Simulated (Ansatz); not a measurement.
## Nudged elastic band, with input and output: GeH$_{3}$Cl$_{2}$F

System: GeH$_{3}$Cl$_{2}$F.
Method: RHF/def2-SVP (Ansatz 0.2.0).

One setting was made poor on purpose. It belongs to a series of runs on one base structure; here: band between the two ends. Figures and captions count atoms from 1; the log counts them from 0 in places.

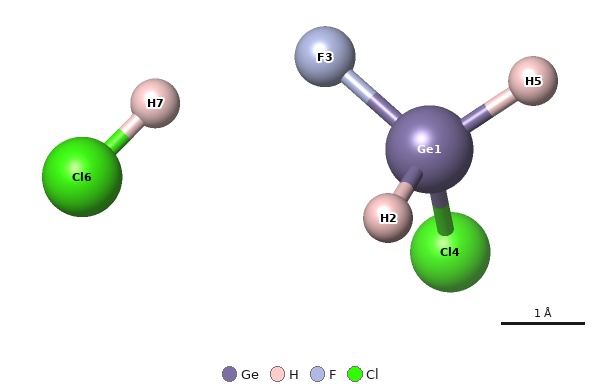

Figure 1. The starting structure (ball-and-stick view, seen at a tilt; atoms are numbered from 1 in the order of the input). Sticks mark near contacts. Bond lengths as drawn: Cl–Ge 2.14 Å, Cl–H 1.27 Å, F–Ge 1.73 Å and Ge–H 1.51 to 1.52 Å.

## Input file
```yaml
crystal:
  periodic: [false, false, false]
  atoms:
    - { symbol: Ge, position_ang: [-0.392937, -0.287374, -0.148997] }
    - { symbol: H, position_ang: [-1.093433, -0.338251, 1.193353] }
    - { symbol: F, position_ang: [1.229704, 0.234639, 0.150708] }
    - { symbol: Cl, position_ang: [-1.280559, 1.220258, -1.381876] }
    - { symbol: H, position_ang: [-0.288927, -1.585926, -0.924774] }
    - { symbol: Cl, position_ang: [1.277019, 2.599863, 2.418785] }
    - { symbol: H, position_ang: [1.689634, 1.800893, 1.514902] }
basis:
  gaussian: { orbitals: def2-SVP }
hamiltonian:
  xc: hf
neb:
  order_check: false
  images: 7
  f_tol: 0.5
  max_iterations: 60
  final_atoms:
    - { symbol: Ge, position_ang: [0.40962364, 0.54955548, -0.7897073] }
    - { symbol: H, position_ang: [-0.67491756, -0.15454148, 3.64780555] }
    - { symbol: F, position_ang: [1.74640851, 0.16614744, -1.78008571] }
    - { symbol: Cl, position_ang: [-1.05909153, 1.42750065, -2.05336068] }
    - { symbol: H, position_ang: [-0.09210843, -0.70847046, -0.12183516] }
    - { symbol: Cl, position_ang: [1.09368929, 1.98859621, 0.624102] }
    - { symbol: H, position_ang: [-0.28310292, 0.37531416, 3.2951823] }
  initial_path:
    images:
      - { positions_ang: [[-0.392937, -0.287374, -0.148997], [-1.093433, -0.338251, 1.193353], [1.229704, 0.234639, 0.150708], [-1.280559, 1.220258, -1.381876], [-0.288927, -1.585926, -0.924774], [1.277019, 2.599863, 2.418785], [1.689634, 1.800893, 1.514902]] }
      - { positions_ang: [[-0.27090053, -0.21456899, -0.1194955], [-0.88753223, -0.26174674, 1.35333063], [1.36146086, 0.18948016, 0.04432991], [-1.17027735, 1.36579358, -1.26957441], [-0.33822684, -1.5066313, -0.86746773], [1.1596237, 2.50193531, 2.05433055], [1.28635338, 1.56983997, 1.62664755]] }
      - { positions_ang: [[-0.14886406, -0.14176397, -0.089994], [-0.68163146, -0.18524247, 1.51330826], [1.49321772, 0.14432133, -0.06204817], [-1.05999569, 1.51132917, -1.15727282], [-0.38752667, -1.42733661, -0.81016146], [1.0422284, 2.40400762, 1.6898761], [0.88307277, 1.33878694, 1.7383931]] }
      - { positions_ang: [[-0.0268276, -0.06895896, -0.06049251], [-0.47573069, -0.10873821, 1.67328588], [1.62497458, 0.09916249, -0.16842626], [-0.94971404, 1.65686475, -1.04497123], [-0.43682651, -1.34804191, -0.75285518], [0.9248331, 2.30607993, 1.32542164], [0.47979215, 1.10773391, 1.85013866]] }
      - { positions_ang: [[0.09520887, 0.00384606, -0.03099101], [-0.26982992, -0.03223395, 1.83326351], [1.75673145, 0.05400365, -0.27480435], [-0.83943238, 1.80240033, -0.93266964], [-0.48612634, -1.26874722, -0.69554891], [0.8074378, 2.20815224, 0.96096719], [0.07651153, 0.87668088, 1.96188421]] }
      - { positions_ang: [[0.17381256, 0.14027341, -0.22067008], [-0.37110183, -0.06281083, 2.28689902], [1.75415071, 0.0820396, -0.65112469], [-0.89434717, 1.70867541, -1.2128424], [-0.38762187, -1.12867803, -0.55212047], [0.87900067, 2.15326323, 0.87675089], [-0.01339208, 0.7513392, 2.29520873]] }
      - { positions_ang: [[0.25241626, 0.27670077, -0.41034916], [-0.47237374, -0.09338771, 2.74053453], [1.75156998, 0.11007555, -1.02744503], [-0.94926196, 1.61495049, -1.49301516], [-0.28911739, -0.98860884, -0.40869203], [0.95056354, 2.09837423, 0.7925346], [-0.10329569, 0.62599752, 2.62853326]] }
      - { positions_ang: [[0.33101995, 0.41312812, -0.60002823], [-0.57364565, -0.1239646, 3.19417004], [1.74898924, 0.1381115, -1.40376537], [-1.00417675, 1.52122557, -1.77318792], [-0.19061291, -0.84853965, -0.2652636], [1.02212642, 2.04348522, 0.7083183], [-0.1931993, 0.50065584, 2.96185778]] }
      - { positions_ang: [[0.40962364, 0.54955548, -0.7897073], [-0.67491756, -0.15454148, 3.64780555], [1.74640851, 0.16614744, -1.78008571], [-1.05909153, 1.42750065, -2.05336068], [-0.09210843, -0.70847046, -0.12183516], [1.09368929, 1.98859621, 0.624102], [-0.28310292, 0.37531416, 3.2951823]] }
```

Run on 2 threads of AMD EPYC (Zen 5), 16 GiB of memory available, shared host.

Command:
```bash
ansatz run input.yaml --threads 2 --pin off --max-ram 3072MiB --backend cpu --events-out ev --progress --plain --runs-dir out
```

## The program's output
```
Engine: ansatz 0.2.0, x86_64-unknown-linux-gnu
Functional definition: HF
  exchange = exact_x
  correlation = 0
984 factors; integrals over basis functions are off by at most 4.6e-4 eV
mean field evaluation 1: about -84217.1525 eV, gradient 2.9e1 eV
mean field evaluation 2: about -84217.1843 eV, gradient 2.9e1 eV
mean field evaluation 4: about -84219.1966 eV, gradient 2.4e0 eV
mean field evaluation 8: about -84219.2204 eV, gradient 1.1e-4 eV
mean field -84219.22037874 eV, -3094.9992630808 hartree, gradient 2.6e-5 eV, S^2 0.000000; 0 other end points of the search recorded, 0 dependent functions left out
the calculation of the forces begins
reference -84219.22037874 eV, -3094.9992630808 hartree; 39, 39 occupied and 58, 58 virtual orbitals, 984 factors
977 factors; integrals over basis functions are off by at most 3.8e-4 eV
mean field evaluation 16: about -84219.4322 eV, gradient 6.8e-1 eV
mean field -84219.43523046 eV, -3095.0071587359 hartree, gradient 2.7e-5 eV, S^2 0.000000; 0 other end points of the search recorded, 0 dependent functions left out
[... from here on the field's lines of each further geometry are left out, up to the last ...]
NEB iter   1: max|band force component| = 1.619e1 eV/Å  barrier→ = 5.3105 eV  barrier← = 5.5254 eV  Δτ_max = 0.2000 Å  (303 SCF iters)
NEB iter   2: max|band force component| = 4.724e0 eV/Å  barrier→ = 3.5514 eV  barrier← = 3.7662 eV  Δτ_max = 0.2000 Å  (237 SCF iters)
NEB iter   3: max|band force component| = 2.035e0 eV/Å  barrier→ = 3.1467 eV  barrier← = 3.3616 eV  Δτ_max = 0.1989 Å  (227 SCF iters)
NEB iter   4: max|band force component| = 6.512e-1 eV/Å  barrier→ = 2.9737 eV  barrier← = 3.1886 eV  Δτ_max = 0.0929 Å  (229 SCF iters)
the calculation of the forces begins
reference -84219.41036616 eV, -3095.0062449897 hartree; 39, 39 occupied and 58, 58 virtual orbitals, 984 factors
988 factors; integrals over basis functions are off by at most 4.9e-4 eV
mean field evaluation 384: about -84216.2676 eV, gradient 1.2e-3 eV
mean field -84216.26759846 eV, -3094.8907504071 hartree, gradient 5.0e-5 eV, S^2 0.000000; 1 other end points of the search recorded, 0 dependent functions left out
the calculation of the forces begins
reference -84216.26759846 eV, -3094.8907504071 hartree; 39, 39 occupied and 58, 58 virtual orbitals, 988 factors
NEB iter   5: max|band force component| = 3.667e-1 eV/Å  barrier→ = 2.9528 eV  barrier← = 3.1676 eV  CI = image 4  Δτ_max = 0.0000 Å  (476 SCF iters)
```

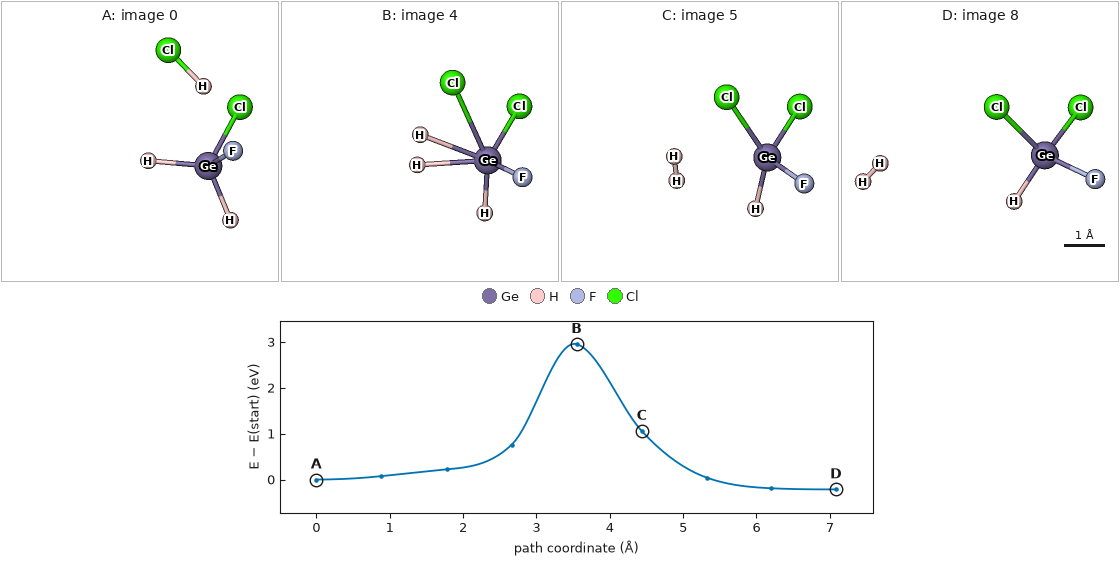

Figure 2. Images of the last band (counted from 0; ball-and-stick, seen at a tilt) above the energy along the path; the line is a cubic interpolation that uses the forces. The highest image is number 4, 2.953 eV above the start and 3.168 eV above the end (the climbing image); the end lies 0.215 eV below the start. The path is 7.09 Å long. The band converged in 5 iterations.

```
Total energy: -84216.26759846 eV, -3094.8907504071 hartree
Atom 0 at     0.140945     0.249117    -0.053743 Å, force     0.012573     0.338029    -0.115528 eV/Å
Atom 1 at    -0.314754    -0.020869     1.647144 Å, force    -0.023289     0.025541     0.177805 eV/Å
Atom 2 at     1.783411    -0.020852    -0.398967 Å, force     0.072407    -0.018810    -0.105247 eV/Å
Atom 3 at    -1.018650     1.603962    -1.215874 Å, force     0.006910    -0.078796    -0.069537 eV/Å
Atom 4 at    -0.475894    -1.111978    -0.343418 Å, force     0.016561    -0.007634     0.127101 eV/Å
Atom 5 at     0.928618     2.178485     1.385779 Å, force     0.163556     0.114905    -0.062908 eV/Å
Atom 6 at     0.096824     0.766238     1.801181 Å, force    -0.248719    -0.373235     0.048313 eV/Å
Dipole moment:    -0.526458    -0.605405     0.098472 e Å
this run last wrote the band of iteration 5 to [file]
```

## The last band as extended XYZ (Å, eV, eV/Å)
```
7
Properties=species:S:1:pos:R:3:forces:R:3 image=0 energy=-84219.22038
Ge   -0.3929   -0.2874   -0.1490    0.0087   0.0049   0.0057
H    -1.0934   -0.3383    1.1934   -0.0025  -0.0004  -0.0013
F     1.2297    0.2346    0.1507   -0.0061   0.0006  -0.0025
Cl   -1.2806    1.2203   -1.3819   -0.0011  -0.0020  -0.0022
H    -0.2889   -1.5859   -0.9248    0.0010   0.0008   0.0009
Cl    1.2770    2.5999    2.4188    0.0004   0.0019   0.0047
H     1.6896    1.8009    1.5149   -0.0004  -0.0057  -0.0053
7
Properties=species:S:1:pos:R:3:forces:R:3 image=1 energy=-84219.14538
Ge   -0.2894   -0.2494   -0.1404    0.0576   0.0275  -0.0446
H    -0.7590   -0.2186    1.2996   -0.0664  -0.0101  -0.0046
F     1.4145    0.0390   -0.0771   -0.1042  -0.0024   0.0637
Cl   -1.1455    1.3706   -1.2468   -0.0054  -0.0360  -0.0056
H    -0.4985   -1.5447   -0.9015    0.0244  -0.0026  -0.0015
Cl    0.9104    2.6655    2.0872   -0.0509   0.0501   0.0827
H     1.5081    1.5817    1.8010    0.1450  -0.0265  -0.0900
7
Properties=species:S:1:pos:R:3:forces:R:3 image=2 energy=-84218.99815
Ge   -0.1791   -0.2282   -0.1783    0.0643  -0.0127   0.0051
H    -0.4953   -0.1306    1.3062   -0.0484  -0.0278  -0.0649
F     1.5292   -0.0765   -0.3122   -0.1115  -0.0149  -0.0013
Cl   -1.0626    1.4217   -1.2141   -0.0051  -0.0506  -0.0347
H    -0.5709   -1.5315   -0.8432   -0.0156  -0.0269  -0.0517
Cl    1.0386    2.7041    1.8725    0.0023   0.0815   0.0523
H     0.8805    1.4852    2.1913    0.1141   0.0515   0.0952
7
Properties=species:S:1:pos:R:3:forces:R:3 image=3 energy=-84218.45891
Ge   -0.0197   -0.0596   -0.0955   -0.4266  -0.4743  -0.0021
H    -0.3237   -0.0595    1.4101   -0.0271  -0.1032  -0.4144
F     1.6687   -0.0133   -0.3683   -0.0810   0.0565   0.0258
Cl   -0.9868    1.5341   -1.1497    0.0980  -0.1348   0.0787
H    -0.5264   -1.3683   -0.6065   -0.0907  -0.4652  -0.5066
Cl    0.9870    2.3433    1.6539   -0.1043  -0.0603   0.6295
H     0.3414    1.2673    1.9782    0.6318   1.1812   0.1890
7
Properties=species:S:1:pos:R:3:forces:R:3 image=4 energy=-84216.26760
Ge    0.1409    0.2491   -0.0537    0.0126   0.3380  -0.1155
H    -0.3148   -0.0209    1.6471   -0.0233   0.0255   0.1778
F     1.7834   -0.0209   -0.3990    0.0724  -0.0188  -0.1052
Cl   -1.0187    1.6040   -1.2159    0.0069  -0.0788  -0.0695
H    -0.4759   -1.1120   -0.3434    0.0166  -0.0076   0.1271
Cl    0.9286    2.1785    1.3858    0.1636   0.1149  -0.0629
H     0.0968    0.7662    1.8012   -0.2487  -0.3732   0.0483
7
Properties=species:S:1:pos:R:3:forces:R:3 image=5 energy=-84218.16026
Ge    0.2850    0.4712   -0.1832    0.1007   0.2867  -0.3942
H    -0.3987   -0.1166    1.9925   -0.2153  -0.1536   0.7023
F     1.8231   -0.0289   -0.7287    0.1420   0.0494  -0.6162
Cl   -1.0907    1.5590   -1.4073    0.1150  -0.0409  -0.4536
H    -0.4005   -0.8993   -0.0576    0.2372   0.6067   0.5006
Cl    0.9929    2.1229    1.0630    0.0994  -0.0925  -0.3833
H    -0.0705    0.5357    2.1434   -0.4790  -0.6557   0.6444
7
Properties=species:S:1:pos:R:3:forces:R:3 image=6 energy=-84219.17673
Ge    0.3485    0.5404   -0.3658   -0.0353  -0.1850  -0.2354
H    -0.5067   -0.2031    2.4059   -0.0473   0.0361   0.2785
F     1.7540    0.0227   -1.1887   -0.0929   0.1000  -0.2450
Cl   -1.0647    1.4729   -1.6611    0.1141  -0.0537  -0.1820
H    -0.2746   -0.7228    0.1938    0.1377   0.2748   0.0995
Cl    1.0621    2.0768    0.9210    0.0821   0.0404   0.0490
H    -0.1781    0.4573    2.5171   -0.1584  -0.2126   0.2355
7
Properties=species:S:1:pos:R:3:forces:R:3 image=7 energy=-84219.41037
Ge    0.3787    0.5423   -0.5823    0.0423  -0.0656   0.0195
H    -0.5946   -0.1964    3.0373   -0.0183  -0.0077   0.0417
F     1.7170    0.0926   -1.5443   -0.0621   0.0074   0.0238
Cl   -1.0484    1.4422   -1.8740   -0.0332  -0.0224  -0.0475
H    -0.1638   -0.6837    0.1200    0.0362   0.0839  -0.0725
Cl    1.0854    2.0102    0.7881    0.0591   0.0420  -0.0129
H    -0.2337    0.4370    2.8772   -0.0239  -0.0376   0.0479
7
Properties=species:S:1:pos:R:3:forces:R:3 image=8 energy=-84219.43523
Ge    0.4096    0.5496   -0.7897    0.0232   0.0065  -0.0054
H    -0.6749   -0.1545    3.6478    0.0109   0.0150  -0.0075
F     1.7464    0.1661   -1.7801   -0.0247   0.0003   0.0180
Cl   -1.0591    1.4275   -2.0534    0.0033  -0.0051   0.0054
H    -0.0921   -0.7085   -0.1218    0.0088   0.0175  -0.0079
Cl    1.0937    1.9886    0.6241   -0.0112  -0.0197  -0.0098
H    -0.2831    0.3753    3.2952   -0.0103  -0.0144   0.0073
```

## Summary

| quantity | value |
| --- | --- |
| outcome | converged |
| barrier, forward | 2.953 eV |
| barrier, backward | 3.168 eV |
| wall time | 28 s (CPU time 51 s) |
| peak memory | 0.24 GiB |

A deliberately poor setting: loose force. The order of the saddle point was not checked.
